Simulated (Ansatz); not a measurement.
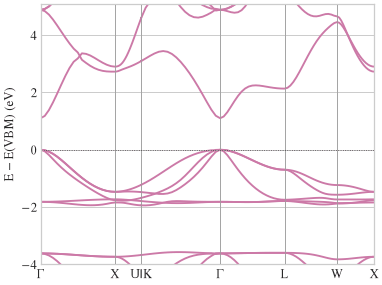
Fig. 1. Band structure from plane-wave PAW PBE (Ansatz code)

**Question.** Read off the gap and where the band edges lie.

**Answer.** About 1.1 eV (1.10 eV by a search for the band edges); maximum at Γ, minimum at Γ.

The material is CuI (zinc blende, F-43m).

The cell was relaxed with PBE under the symmetry of its start; phonons on a q-mesh show no instability. No spin polarisation was allowed. Scalar-relativistic: spin–orbit coupling is off unless named, which matters more the heavier the elements.

Potentials: the later of the program's two PAW sets.
